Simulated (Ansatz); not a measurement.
# C₃H₁₁NSn: inputs that go wrong

4 inputs were typed for C₃H₁₁NSn. Each is run as it stands; the log then has to tell whether the result can be used.

Method: the settings change from run to run; program: Ansatz 0.2.0, Gaussian basis.

1 further run of the same task is left out (for a known fault of the program). Runs told in other sessions of the task aren't counted.

### 1 The geometry

An earlier PBE0-D4 in a triple-zeta def2 set relaxation fixed the geometry. Sn takes a core potential in def2 sets; no spin-orbit term is included.

SMILES `CC[N](C)[SnH3]`, 16 atoms, charge 0, spin multiplicity 1.

Atoms are counted from 1 here; the program's logs count them from 0.

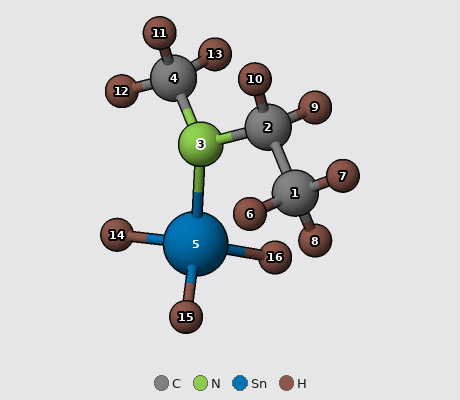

The geometry (carbon grey, nitrogen green, tin blue, hydrogen brown); atoms are numbered from 1 in the order of the file.

### 2 Try 1

The input, in.yaml:

```yaml
crystal:
  periodic: [false, false, false]
  atoms:
    - {symbol: C, position_ang: [-0.002480, 1.995748, -0.043252]}
    - {symbol: C, position_ang: [0.858614, 0.751894, -0.001536]}
    - {symbol: N, position_ang: [0.149461, -0.447744, -0.388799]}
    - {symbol: C, position_ang: [1.033575, -1.589913, -0.435653]}
    - {symbol: Sn, position_ang: [-1.698888, -0.794000, 0.394215]}
    - {symbol: H, position_ang: [-0.467849, 2.113395, -1.024432]}
    - {symbol: H, position_ang: [0.599544, 2.883120, 0.162545]}
    - {symbol: H, position_ang: [-0.797663, 1.969518, 0.709435]}
    - {symbol: H, position_ang: [1.314010, 0.656115, 1.002174]}
    - {symbol: H, position_ang: [1.700963, 0.880679, -0.697687]}
    - {symbol: H, position_ang: [1.833522, -1.412904, -1.167159]}
    - {symbol: H, position_ang: [0.495569, -2.486365, -0.753122]}
    - {symbol: H, position_ang: [1.523701, -1.813476, 0.528011]}
    - {symbol: H, position_ang: [-2.051070, -2.401324, -0.054746]}
    - {symbol: H, position_ang: [-2.812811, 0.299506, -0.290311]}
    - {symbol: H, position_ang: [-1.701300, -0.626847, 2.104617]}
basis:
  gaussian: {orbitals: ANO-RCC-VTZP, fitting: {mean_field: cc-pVTZ-jkfit}, final_grid: {core_spheres: 8, valence_spheres: 7, degree: 23}}
hamiltonian: {xc: {name: r2SCANh}, dispersion: d3bjatm}
```

On the command line:

```
$ ansatz run in.yaml --threads 4 --pin off --events-out ev --progress --plain --max-ram 11315MiB
```

What it wrote:

```text
Functional definition: r2SCANh
  name "r2SCANh"
  cite "Bursch, Neugebauer, Ehlert & Grimme, J. Chem. Phys. 156, 134105 (2022) doi:10.1063/5.0086040"
  cite "Furness, Kaplan, Ning, Perdew & Sun, J. Phys. Chem. Lett. 11, 8208 (2020) doi:10.1021/acs.jpclett.0c02405"
  cite "Furness, Kaplan, Ning, Perdew & Sun, J. Phys. Chem. Lett. 11, 9248 (2020) doi:10.1021/acs.jpclett.0c03077"
  parent r2scan
  parameter a = 0.1
  parameter k0 = 0.174
  parameter k1 = 0.065
  parameter a1 = 4.9479
  exchange = (1 - a)*r2scan_x(k0 = k0, k1 = k1, a1 = a1) + a*exact_x
  correlation = r2scan_c
Error: <dir> the basis set cc-pVTZ-JKFIT has no functions for Sn
```

Wall time 0.3 s (4 threads of Arm Neoverse V2, shared host).

What is wrong: Refused before any calculation. The fitting set named has no entry for an element of this molecule. Cure: leave the fitting key out, or name a set that covers all elements and suits the basis.

### 3 Try 2

The input, in.yaml:

```yaml
crystal:
  periodic: [false, false, false]
  atoms:
    - {symbol: C, position_ang: [-0.002480, 1.995748, -0.043252]}
    - {symbol: C, position_ang: [0.858614, 0.751894, -0.001536]}
    - {symbol: N, position_ang: [0.149461, -0.447744, -0.388799]}
    - {symbol: C, position_ang: [1.033575, -1.589913, -0.435653]}
    - {symbol: Sn, position_ang: [-1.698888, -0.794000, 0.394215]}
    - {symbol: H, position_ang: [-0.467849, 2.113395, -1.024432]}
    - {symbol: H, position_ang: [0.599544, 2.883120, 0.162545]}
    - {symbol: H, position_ang: [-0.797663, 1.969518, 0.709435]}
    - {symbol: H, position_ang: [1.314010, 0.656115, 1.002174]}
    - {symbol: H, position_ang: [1.700963, 0.880679, -0.697687]}
    - {symbol: H, position_ang: [1.833522, -1.412904, -1.167159]}
    - {symbol: H, position_ang: [0.495569, -2.486365, -0.753122]}
    - {symbol: H, position_ang: [1.523701, -1.813476, 0.528011]}
    - {symbol: H, position_ang: [-2.051070, -2.401324, -0.054746]}
    - {symbol: H, position_ang: [-2.812811, 0.299506, -0.290311]}
    - {symbol: H, position_ang: [-1.701300, -0.626847, 2.104617]}
basis:
  gaussian: {orbitals: def2-mTZVPP}
total_charge: 1
magnetization: {spin_polarized: true, initial_magnetization: 2}
hamiltonian: {xc: {name: wPBEh}}
scf: {lower_state_search: full}
output: {forces: true}
```

Launched as before.

What it wrote:

```text
Error: a molecule whose nuclei and cores have a total charge of 58 cannot have a net charge of 1 together with 2 unpaired electrons
```

Wall time 0.05 s (4 threads of Arm Neoverse V2, shared host).

What is wrong: The program refused the input. The number of unpaired electrons doesn't fit the electron count. Cure: make charge and initial_magnetization agree: an even electron count takes an even number of unpaired electrons.

### 4 Try 3

The input, in.yaml:

```yaml
crystal:
  periodic: [false, false, false]
  atoms:
    - {symbol: C, position_ang: [-0.084569, 2.156314, 0.002319]}
    - {symbol: C, position_ang: [1.014751, 0.518210, -0.112814]}
    - {symbol: N, position_ang: [0.240800, -0.536249, -0.378118]}
    - {symbol: C, position_ang: [1.211944, -1.638176, -0.882661]}
    - {symbol: Sn, position_ang: [-1.712925, -1.019758, 0.782722]}
    - {symbol: H, position_ang: [-0.275677, 2.319637, -0.995427]}
    - {symbol: H, position_ang: [0.286378, 3.172314, 0.164606]}
    - {symbol: H, position_ang: [-0.462785, 1.965594, 0.786882]}
    - {symbol: H, position_ang: [1.367054, 0.711647, 0.978436]}
    - {symbol: H, position_ang: [1.742041, 0.867341, -0.600220]}
    - {symbol: H, position_ang: [1.592022, -1.249928, -0.995474]}
    - {symbol: H, position_ang: [0.490332, -2.480926, -0.702499]}
    - {symbol: H, position_ang: [1.415345, -1.787977, 0.208820]}
    - {symbol: H, position_ang: [-1.730667, -2.343140, -0.076644]}
    - {symbol: H, position_ang: [-2.973801, 0.266815, -0.273438]}
    - {symbol: H, position_ang: [-1.952317, -0.271057, 1.750009]}
basis:
  gaussian: {orbitals: def2-TZVP}
magnetization: {spin_polarized: true, initial_magnetization: 3}
hamiltonian: {xc: {name: B3LYP5}, pseudopotentials: {relativity: scalar}}
```

Launched as before.

What it wrote:

```text
Error: a molecule whose nuclei and cores have a total charge of 58 cannot have a net charge of 0 together with 3 unpaired electrons
```

It took 0.05 s on 4 threads of Arm Neoverse V2, shared host.

Diagnosis: The program refused the input. The number of unpaired electrons doesn't fit the electron count. Its coordinates are also moved off the relaxed structure (shortest distance 0.55 Å, against 1.09 Å), and have to be restored too. Fix: make charge and initial_magnetization agree: an even electron count takes an even number of unpaired electrons.

### 5 Try 4

The input, in.yaml:

```yaml
crystal:
  periodic: [true, true, true]
  atoms:
    - {symbol: C, position_ang: [-0.002380, 1.915918, -0.041522]}
    - {symbol: C, position_ang: [0.824270, 0.721819, -0.001475]}
    - {symbol: N, position_ang: [0.143482, -0.429835, -0.373247]}
    - {symbol: C, position_ang: [0.992232, -1.526317, -0.418227]}
    - {symbol: Sn, position_ang: [-1.630932, -0.762240, 0.378446]}
    - {symbol: H, position_ang: [-0.449135, 2.028859, -0.983455]}
    - {symbol: H, position_ang: [0.575562, 2.767795, 0.156043]}
    - {symbol: H, position_ang: [-0.765757, 1.890737, 0.681058]}
    - {symbol: H, position_ang: [1.261449, 0.629870, 0.962087]}
    - {symbol: H, position_ang: [1.632925, 0.845452, -0.669780]}
    - {symbol: H, position_ang: [1.760181, -1.356388, -1.120473]}
    - {symbol: H, position_ang: [0.475746, -2.386910, -0.722997]}
    - {symbol: H, position_ang: [1.462753, -1.740937, 0.506891]}
    - {symbol: H, position_ang: [-1.969027, -2.305271, -0.052556]}
    - {symbol: H, position_ang: [-2.700298, 0.287525, -0.278698]}
    - {symbol: H, position_ang: [-1.633248, -0.601773, 2.020433]}
basis:
  gaussian: {orbitals: STO-3G}
total_charge: 1
magnetization: {spin_polarized: true, initial_magnetization: 1}
hamiltonian: {xc: {name: PBE-QIDH}}
accuracy: high
output: {forces: true}
```

The command is unchanged.

What it wrote:

```text
Error: YAML parse error: error: line 2 column 3: crystal: missing field `lattice` (a structure is typed as `lattice` and `atoms`, a molecule's as `atoms` in Å alone, or read from a run's directory, `checkpoint`)
 --> <input>:2:3
  |
1 | crystal:
2 |   periodic: [true, true, true]
  |   ^ crystal: missing field `lattice` (a structure is typed as `lattice` and `atoms`, a molecule's as `atoms` in Å alone, or read from a run's directory, `checkpoint`)
3 |   atoms:
4 |     - {symbol: C, position_ang: [-0.002380, 1.915918, -0.041522]}
  |
```

Run time: 0.05 s. Hardware: 4 threads of Arm Neoverse V2, shared host.

What is wrong: Refused before any calculation. The molecule is marked periodic without a cell. It also asks for charge 1 and multiplicity 2, another species or state than the molecule above. Its coordinates are also moved off the relaxed structure (shortest distance 1.05 Å, against 1.09 Å), and have to be restored too. Cure: set periodic to false, or give a lattice, and set charge and spin to those of the species named.

### 6 Summary

```csv
try,level,ended,cause,time
1,r2SCANh/ANO-RCC-VTZP,refused,the fitting set named has no entry for an element of this molecule,0.3 s
2,wPBEh/def2-mTZVPP,refused,the number of unpaired electrons doesn't fit the electron count,0.05 s
3,B3LYP5/def2-TZVP,refused,the number of unpaired electrons doesn't fit the electron count,0.05 s
4,PBE-QIDH/STO-3G,refused,the molecule is marked periodic without a cell,0.05 s
```

4 refused. A refusal costs next to no computing time.
